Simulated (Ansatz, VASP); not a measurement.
# AlGaAsN in two plane-wave programs

Wanted: the spread between two codes on one cell, functional and k mesh. The cell is invented: As first built, before any earlier steps moved the atoms (in the runner's words): it takes the AlGaN2 structure with some of its atoms replaced by other elements, volume scaled by an estimate. It may not be a known or stable phase. The cell is taken from a series of VASP runs on this material, whose earlier steps may have relaxed, scaled or displaced it; both programs get it as it stands. Valence electrons are named where the data sets of a main pair hold unlike numbers.

Calculated with Ansatz 0.2.0; plane waves, with VASP 6.6.1 beside it; band structure at HSE06.

## Step 1: Set-up

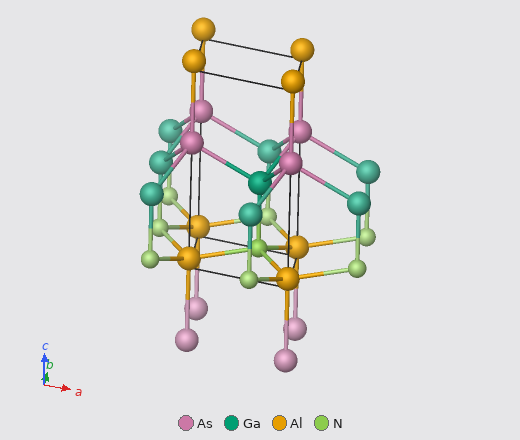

The cell as given, slightly off an axis (arsenic pink, gallium teal, aluminium orange, nitrogen green). Some periodic images of atoms are drawn too.

## Step 2: Ansatz: band structure, HSE06

Ansatz runs on its default PAW (the set named soft_2) files.

With cell and atoms fixed, the geometry can't cause a difference; cores, projectors, grids and the points listed under the comparison can.

File input.yaml:

```yaml
crystal:
  lattice:
    - [3.5327190379, 0.0, 0.0]
    - [-1.766359519, 3.0594241788, 0.0]
    - [0.0, 0.0, 6.0245879883]
  atoms:
    - { symbol: As, position: [0.0, 0.0, 0.6321345327] }
    - { symbol: Ga, position: [0.66666667, 0.33333333, 0.4440523102] }
    - { symbol: Al, position: [0.0, 0.0, 0.0462720779] }
    - { symbol: "N", position: [0.66666667, 0.33333333, 0.1139410893] }
hamiltonian:
  xc: { exchange: pbe, correlation: pbe, exx: { coeff: 0.25, omega: 0.2 } }
  pseudopotentials: { kind: paw }
kpoints:
  mp_grid: { grid: [5, 5, 3] }
  band_path:
    path:
      - [0.0, 0.0, 0.0]
      - [0.4, 0.0, 0.0]
      - [0.4, 0.2, 0.0]
      - [0.2, 0.2, 0.0]
      - [0.0, 0.0, 0.1]
      - [0.0, 0.0, 0.5]
      - [0.4, 0.0, 0.5]
      - [0.4, 0.2, 0.5]
      - [0.2, 0.2, 0.5]
      - [0.5, 0.0, 0.4]
      - [0.33333, 0.33333, 0.0]
      - [0.33333, 0.33333, 0.5]
    npoints: 1
scf:
  occupations: { method: fermi_dirac, width: 0.05 }
  n_extra_bands: 8
output:
  forces: true
  stress: true
  eigenvalues: true
```

Started as:

```console
> ansatz run input.yaml --threads 4 --pin off --max-ram 9216MiB --backend cpu --events-out ev --progress --plain --runs-dir out
```

Numbers of over 12 decimals in the logs are rounded to 6 here.

The program printed:

```text
Warning: output.stress: scf.convergence.dr2_threshold = 1e-7 eV (the SCF's general default) is looser than the 4e-10 eV advised for a printed stress (1e-10 eV for each atom of the cell: 4). What an SCF threshold leaves in a stress goes as its square root, and in the free energy as the threshold itself, and one threshold admits the most on a small cell: [figures from the program's tests cut] Set scf.convergence.dr2_threshold to 4e-10 eV or tighter. The threshold is an SCF's pass mark: one that does not reach it within its budget of iterations ends unconverged, or closes short of it on a stop that the run arms, and scf.convergence.dr2_threshold's page says what that costs each kind of run
Warning: output.stress: scf.exx.energy_threshold = 1e-6 eV is looser than the 4e-8 eV advised for a stress under a hybrid functional (1e-8 eV for each atom of the cell: 4). Every SCF of the exchange loop can meet its threshold on dr2 while the loop round them stops early: no threshold on dr2 bounds what that leaves in the stress. Set scf.exx.energy_threshold to 4e-8 eV or tighter. The threshold is the loop's pass mark: a loop that does not reach it within its budget of cycles ends unconverged, and scf.exx.energy_threshold's page has the law
scf.n_extra_bands = 8 over 18 filled bands (N_el = 36.0): the run solves 26 bands
Engine: ansatz 0.2.0, x86_64-unknown-linux-gnu
Pseudopotentials: kind: paw
Pseudopotential: As, paw, valence charge 15, recommended cutoff 420 eV (normal), As.paw.azcp
Pseudopotential: Ga, paw, valence charge 13, recommended cutoff 420 eV (normal), Ga.paw.azcp
Pseudopotential: Al, paw, valence charge 3, recommended cutoff 420 eV (normal), Al.paw.azcp
Pseudopotential: N, paw, valence charge 5, recommended cutoff 420 eV (normal), N.paw.azcp
Functional definition: unnamed
  parameter a_1 = 0.25
  parameter omega_1 = 0.2/angstrom
  exchange = pbe_x + (-a_1)*pbe_x_sr(omega_1) + a_1*exact_x_sr(omega_1)
  correlation = pbe_c
Crystal: 4 atoms, lattice volume = 65.114 Å³
Basis set: ecut = 420 eV, 1287 PW (Γ), exchange–correlation on 48×48×90 points (8 copies of the dense FFT grid, shifted against one another)
Bands: 26, of which v1, the nominal top of the filled ones, is band 18 counted from 1 (17 counted from 0)
Symmetry: 6 space group operations
Space group: P3m1 (ITA 156), of the structure as read, at distance tolerance 4.0e-5 Å
k-points: 12 of 75 (time reversal used)
Non-local potential: As, projectors of the file, l = 0: 2, l = 1: 2, l = 2: 3, l = 3: 1
Non-local potential: Ga, projectors of the file, l = 0: 2, l = 1: 2, l = 2: 3, l = 3: 1
Non-local potential: Al, projectors of the file, l = 0: 2, l = 1: 2, l = 2: 1
Non-local potential: N, projectors of the file, l = 0: 2, l = 1: 2, l = 2: 1
PAW form: soft (Blöchl's): semilocal exchange-correlation on the pseudo side does not see the compensation charge
PAW frozen core: As, regenerated for the run's functional, and the local potential with it (the file was generated under x = pbe(κ = 0.804, μ = 0.219515), c = pbe(β = 0.066725))
PAW frozen core: Ga, regenerated for the run's functional, and the local potential with it (the file was generated under x = pbe(κ = 0.804, μ = 0.219515), c = pbe(β = 0.066725))
PAW frozen core: Al, regenerated for the run's functional, and the local potential with it (the file was generated under x = pbe(κ = 0.804, μ = 0.219515), c = pbe(β = 0.066725))
PAW frozen core: N, regenerated for the run's functional, and the local potential with it (the file was generated under x = pbe(κ = 0.804, μ = 0.219515), c = pbe(β = 0.066725))
PAW one-centre angular grid: As, 590 points (default); XC on 64 Gauss nodes
PAW one-centre angular grid: Ga, 590 points (default); XC on 64 Gauss nodes
PAW one-centre angular grid: Al, 110 points (default); XC on 64 Gauss nodes
PAW one-centre angular grid: N, 110 points (default); XC on 64 Gauss nodes
Initial density: superposition of atomic densities (neutral atoms: chi_scale 0, normalization atom), corrected by the library's trained network
Initial wavefunctions: pseudopotential atomic-orbital guess
Functional: x = pbe(κ = 0.804, μ = 0.219515), c = pbe(β = 0.066725), warm-up for x = pbe(κ = 0.804, μ = 0.219515) + 0.25 (exact − pbe) at short range (hse, ω = 0.2 Å⁻¹), c = pbe(β = 0.066725)
SCF iter   1: F=—  HF=-9561.840546 eV  |F-HF|=—  |Δ(HF+E_count)|=         —  Δρ=3.61e-3  dr2=2.03e-2  ethr=1.77e-3  ⟨swp⟩=7.8  Hψ=1408  notcnv=0
preconditioner: auto → Kerker (q_TF=auto, 2.472 Å⁻¹)  [metal: Δε(μ)=0.070 eV  Ē_g=15.112 eV  σ=0.050 eV  W_gap=0.33  n_scr=22 (ndim 8)  ℏωp=23.5 eV  f_vac=0.001  D(μ)=1.44/eV (n_scr^D=2)]
SCF iter   2: F=—  HF=-9561.839322 eV  |F-HF|=—  |Δ(HF+E_count)|=   1.22e-3  Δρ=1.96e-3  dr2=8.16e-3  ethr=5.64e-5  ⟨swp⟩=4.3  Hψ=693  notcnv=0  defer=19
SCF iter   3: F=—  HF=-9561.838850 eV  |F-HF|=—  |Δ(HF+E_count)|=   4.72e-4  Δρ=6.28e-4  dr2=9.11e-4  ethr=2.27e-5  ⟨swp⟩=3.2  Hψ=588  notcnv=0  defer=6
SCF iter   4: F=—  HF=-9561.838660 eV  |F-HF|=—  |Δ(HF+E_count)|=   1.90e-4  Δρ=4.26e-4  dr2=2.52e-4  ethr=2.53e-6  ⟨swp⟩=3.2  Hψ=637  notcnv=0  defer=1
iter 5 solved again at ethr=5.71e-8 eV; its pass at ethr=7.00e-7 eV (dr2=2.05e-5 eV) is discarded
[...]
SCF 2 stopped early in 8 iterations: F = -9563.858132 eV  dr2 = 4.12e-6
  Residual-converged pass: ⟨swp⟩=4.0  Hψ=863  notcnv=0  max |occ|·‖R‖ = 5.9e-6 eV (tolerance 6.7e-6 eV)  dr2=4.12e-6  dr2_onsite=3.47e-6  max |Δocc| = 2.0e-9
hybrid outer 1: dexx = +2.268e-2 eV, tail = 1.07e-4 eV
Exchange kernel: α = 0.2500, screened, ω = 0.2000 Å⁻¹, Wigner–Seitz truncation, v(0) = 1121.2506 eV·Å³, q-mesh 5×5×3, nearest image of the exchange supercell L = 17.66 Å, pair-density grid 18×18×30, without the augmentation charges, whose exchange is taken in its separable form by FFT convolution over the k-point mesh (sized by the pseudopotential files, 24×24×45 at the most), smooth part of the exact exchange by density-matrix convolution
Frozen-core exchange: fock
SCF iter   1: F=—  HF=-9563.858335 eV  |F-HF|=—  |Δ(HF+E_count)|=         —  Δρ=1.06e-4  dr2=8.59e-6  ethr=1.48e-6  ⟨swp⟩=5.4  Hψ=744  notcnv=0
preconditioner: auto → none  [insulator: Δε(μ)=0.316 eV  Ē_g=17.455 eV  σ=0.050 eV  W_gap=0.67  n_scr=22 (ndim 8)  ℏωp=23.5 eV  f_vac=0.008  D(μ)=0.42/eV (n_scr^D=2)]
SCF iter   2: F=—  HF=-9563.858335 eV  |F-HF|=—  |Δ(HF+E_count)|=   8.61e-8  Δρ=4.01e-5  dr2=1.00e-6  ethr=1.99e-8  ⟨swp⟩=4.0  Hψ=839  notcnv=0
SCF iter   3: F=—  HF=-9563.858336 eV  |F-HF|=—  |Δ(HF+E_count)|=   1.38e-6  Δρ=2.71e-5  dr2=5.26e-7  ethr=2.20e-9  ⟨swp⟩=3.8  Hψ=724  notcnv=0  defer=1
SCF iter   4: F=—  HF=-9563.858336 eV  |F-HF|=—  |Δ(HF+E_count)|=   1.22e-7  Δρ=8.62e-6  dr2=4.27e-8  ethr=1.38e-9  ⟨swp⟩=3.0  Hψ=576  notcnv=0
SCF iter   5: F=—  HF=-9563.858336 eV  |F-HF|=—  |Δ(HF+E_count)|=   4.96e-8  Δρ=5.85e-6  dr2=3.62e-8  ethr=9.12e-11  ⟨swp⟩=4.6  Hψ=848  notcnv=0  defer=7
SCF iter   6: F=—  HF=-9563.858336 eV  |F-HF|=—  |Δ(HF+E_count)|=   9.71e-9  Δρ=9.06e-7  dr2=8.91e-10  ethr=9.12e-11  ⟨swp⟩=3.0  Hψ=594  notcnv=0
SCF iter   7: F=-9563.858336 eV  HF=-9563.858336 eV  |F-HF|=8.00e-10  |Δ(HF+E_count)|=   1.14e-9  Δρ=8.62e-7  dr2=7.84e-10  ethr=1.97e-12  ⟨swp⟩=4.5  Hψ=921  notcnv=0  defer=1
SCF 3 converged in 7 iterations: F = -9563.858336 eV  dr2 = 7.84e-10
  Residual-converged pass: ⟨swp⟩=3.0  Hψ=590  notcnv=0  max |occ|·‖R‖ = 2.6e-7 eV (tolerance 2.7e-7 eV)  dr2=7.85e-10  dr2_onsite=1.66e-10  max |Δocc| = 1.6e-13
hybrid outer 2: dexx = +1.631e-6 eV, tail = 3.56e-8 eV, Δε = 4.91e-3 eV (about 1.34e-4 eV left of the loop's levels), ΔF = 1.82e-2 eV/Å (tail 2.28e-3)
Exchange kernel: α = 0.2500, screened, ω = 0.2000 Å⁻¹, Wigner–Seitz truncation, v(0) = 1121.2506 eV·Å³, q-mesh 5×5×3, nearest image of the exchange supercell L = 17.66 Å, pair-density grid 18×18×30, without the augmentation charges, whose exchange is taken in its separable form by FFT convolution over the k-point mesh (sized by the pseudopotential files, 24×24×45 at the most), smooth part of the exact exchange by density-matrix convolution
Frozen-core exchange: fock
SCF iter   1: F=—  HF=-9563.858336 eV  |F-HF|=—  |Δ(HF+E_count)|=         —  Δρ=2.58e-6  dr2=3.03e-9  ethr=4.94e-10  ⟨swp⟩=6.7  Hψ=784  notcnv=0
preconditioner: auto → none  [insulator: Δε(μ)=0.315 eV  Ē_g=17.455 eV  σ=0.050 eV  W_gap=0.67  n_scr=22 (ndim 8)  ℏωp=23.5 eV  f_vac=0.008  D(μ)=0.42/eV (n_scr^D=2)]
SCF iter   2: F=—  HF=-9563.858336 eV  |F-HF|=—  |Δ(HF+E_count)|=  8.64e-10  Δρ=4.49e-7  dr2=3.10e-10  ethr=6.22e-12  ⟨swp⟩=4.0  Hψ=845  notcnv=0
SCF iter   3: F=-9563.858336 eV  HF=-9563.858336 eV  |F-HF|=6.73e-11  |Δ(HF+E_count)|=  6.31e-10  Δρ=4.44e-7  dr2=1.08e-10  ethr=1.00e-12  ⟨swp⟩=4.0  Hψ=720  notcnv=0
SCF 4 converged in 3 iterations: F = -9563.858336 eV  dr2 = 1.08e-10
  Residual-converged pass: ⟨swp⟩=2.9  Hψ=601  notcnv=0  max |occ|·‖R‖ = 2.7e-7 eV (tolerance 2.7e-7 eV)  dr2=1.08e-10  dr2_onsite=1.89e-11  max |Δocc| = 2.2e-13
hybrid outer 3: dexx = +7.194e-10 eV, tail = 2.63e-10 eV, Δε = 1.29e-4 eV (about 1.78e-5 eV left of the loop's levels), ΔF = 4.74e-4 eV/Å (tail 9.27e-5)
NSCF: frozen V_eff on 12 k-points
hybrid SCF converged: 3 outer / 18 inner (+11 warm-up), last move |dexx| = 7.19e-10 eV, tail = 2.63e-10 eV
Stability not checked: this state was not tested for a lower state beside it, because the functional holds exact exchange (a hybrid, or Hartree-Fock), whose exchange loop this test does not read (fock_operator; see scf.lower_state_search)
Free energy (F): -9563.858336 eV
Frozen-core exchange: fock
Harris-Foulkes:  -9563.858336 eV  (|F-HF|=6.73e-11)
Internal energy: -9563.854827 eV  (E = F + TS)
E sigma→0 (E₀):  -9563.856581 eV
Entropy (-TS):   -0.003510 eV (-0.877 meV/atom)
Fermi energy:    9.831961 eV
--- Per-component energies (eV) ---
  E_band       = -354.758135
  E_kinetic    = 372.226306
  E_local      = -4771.065729  (includes V_loc(G=0)·N_el)
  E_nonlocal   = -191.447365
  E_hartree    = 2387.354494
  E_xc         = -201.005795
  E_vxc        = -195.913337  (∫ρ·V_xc dr)
  E_exx        = -127.143704  (= α·E_x^exact, valence–valence)
  E_paw        = -4341.285531  (= ΣΔE_a)
  E_vpaw       = -88.979426  (= ΣTr[D̂ρ^β])
  E_aug_tail   = -0.000013  (compensation charges beyond the density's cutoff)
  E_ewald      = -2690.773576
  E_core_change = -0.713915  (= ΣΔE_core)
  E_smearing   = -0.003510  (= −TS)
  E_closure    = -0.000000  (closes the sum)
  Σ components = -9563.858336   (vs F -9563.858336, Δ=0.00e0)
--- Forces (eV/Å), atoms counted from 1 ---
  atom   1  As     0.00000000    -0.00000000    -0.26473316
  atom   2  Ga     0.00000000    -0.00000000     0.27333871
  atom   3  Al     0.00000000     0.00000000    -0.27844939
  atom   4  N      0.00000000    -0.00000000     0.26983891
  max |Σ_I F_I| component: 4.93e-6 eV/Å
--- Stress (GPa, compression-positive) ---
       -0.585858       0.000000       0.000000
        0.000000      -0.585858      -0.000000
       -0.000000      -0.000000      -3.599253
  P = ⅓ Tr σ = -1.5903 GPa (-15.903 kbar)
--- Band table (eV; the first three rows and the last of 12) ---
  k-point 0: bands = [... 14 lower, 4.7820, 6.8137, 8.5899, 9.7968, 9.7968, 13.6962, 15.1247, 15.1247, ... 4 higher]
  k-point 1: bands = [... 14 lower, 4.8030, 4.8030, 9.7163, 9.7163, 10.2460, 13.6653, 14.4226, 15.3017, ... 4 higher]
  k-point 2: bands = [... 14 lower, 4.4697, 6.3155, 6.7608, 8.8763, 10.1117, 13.2493, 14.6545, 15.3035, ... 4 higher]
  k-point 11: bands = [... 14 lower, 2.9090, 4.4571, 5.3369, 6.1237, 11.2488, 12.6869, 13.3979, 14.2874, ... 4 higher]
```

Wall time 45 s (4 threads of Intel Xeon Platinum 8488C (Sapphire Rapids), shared host); peak memory 1.4 GiB; 2.6 min of CPU time.

Reading the cycles: dr2 is the Hartree energy of the density residual (eV), the measure of convergence; HF is the Harris–Foulkes estimate of the energy, which meets the free energy F at convergence.

[end of part 1 of 2]

[Lines on the potential files, build, host, timing and source positions are cut from VASP's logs without a mark.]

[Logs are printed without paths, hosts, clocks, repeated set-up lines and the standing remarks that a program may print on its own settings, such as how far it seeks lower states.]

[Hosts, paths, dates, database ids (printed as entryN), source tags and the programs' standing remarks are cut or masked in the printed files.]
